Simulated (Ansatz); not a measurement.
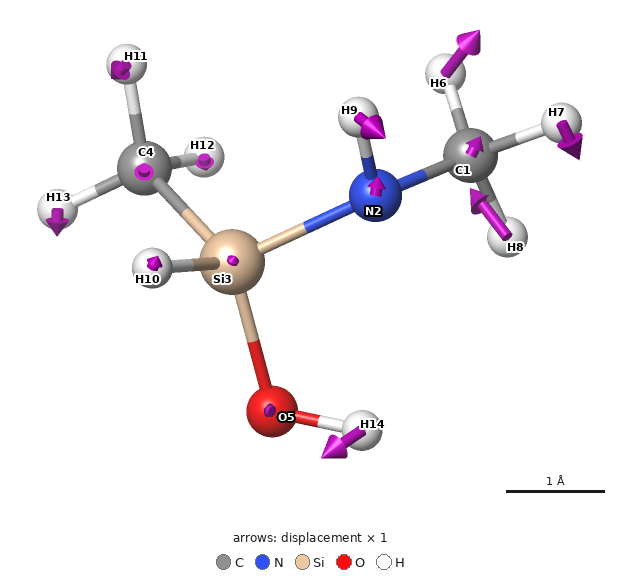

A relaxation of C2H9NOSi (coarse preliminary run). The starting structure is drawn; purple arrows show the displacements, at their true length. The two geometries are superimposed by the best rigid fit.

Style: ball-and-stick. Shown at a tilt.

The start comes from a force field.

Level of theory: RKS PBE-D4/def2-SVP (Ansatz). Settings: force threshold 0.03 eV/Å; at most 200 steps.

> Atoms of which element are displaced furthest, and by how much?

Hydrogen: up to 0.71 Å, against 0.23 Å for carbon.

> What happened in the run?

The largest moves after the best rigid fit, 0.71 Å, are those of H6 and H8. Largest moves by element: H 0.71 Å, C 0.23 Å, N 0.20 Å, O 0.11 Å, Si 0.08 Å. Near-neighbour distances that change, for instance: Si3–C4 1.776 → 1.876 Å, C1–N2 1.391 → 1.450 Å, C4–H13 1.054 → 1.109 Å, N2–Si3 1.689 → 1.740 Å. Bond angles that change, for instance: C4–Si3–O5 116.6° → 103.3°, Si3–N2–H9 109.7° → 118.1°, N2–Si3–O5 103.5° → 111.9°. Groups turn about Si3–O5 by about 35°. After 15 geometry steps the energy has fallen by 16.1 kcal/mol. The largest force component goes from 3.3 to 0.012 eV/Å. Cost: 23 s on 4 threads of Arm Neoverse V1 (shared host).
